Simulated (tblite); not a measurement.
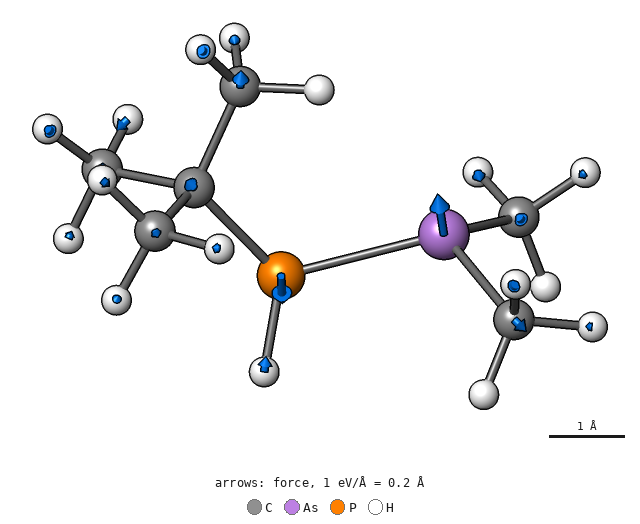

Starting geometry of C6H16AsP with the computed forces as blue arrows. A ball-and-stick model, seen from a free direction.

Method: tblite, GFN2-xTB geometry optimisation, gas phase. 

**What follows when this structure is relaxed?**

It isn't relaxed: the largest force vector, on the As atom, is 3.42 eV/Å. The final displacements have little in common with the starting forces (cosine between the two patterns 0.13). An H atom moves most after the best rigid fit: 2.12 Å. By element the largest moves are H 2.12 Å, C 1.15 Å, As 0.88 Å, P 0.19 Å. Some distances before and after: H–P 1.456 → 1.403 Å, C–H 1.130 → 1.089 Å, C–P 1.861 → 1.897 Å, C–H 1.111 → 1.090 Å. Among the angles between lasting bonds that change: C–As–P 114.4° → 93.7°, C–As–P 113.9° → 95.6°, C–As–C 111.8° → 95.9°. Groups turn about C–C by about 30°, C–P by about 30°. Over 200 geometry steps the energy falls by 43.8 kcal/mol.
